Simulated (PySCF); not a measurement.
```xyz
5

F     0.8922    0.5186   -0.9760
B     0.0184   -0.0211   -0.0193
F    -0.8330   -0.9526   -0.6343
F     0.7626   -0.6586    0.9850
F    -0.7480    1.0089    0.5481
```

Geometry: PBE0-D3(BJ)/def2-SVP.

All numbers below come from PBE0/pcSseg-1, SCF density, gas phase, non-relativistic in PySCF 2.14.0.

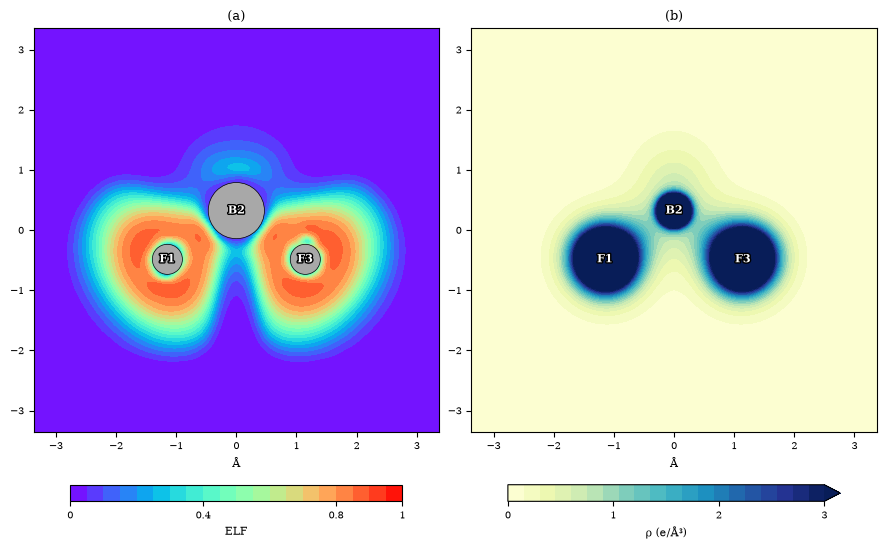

BF4 (charge −1). (a) ELF; (b) total electron density on the plane of atoms F1, B2 and F3. Grey discs cover the atomic cores in the ELF map.

### Describe what can be read from this map.

The section cuts through F and B sites.
B–F (1.40 Å): ρ at the midpoint is about 1.8 e/Å³; the ELF peaks at about 0.85 between the atoms: a shared but strongly polarised pair.
The ELF also peaks beside F1 and F3, away from the bonds: lone-pair regions.
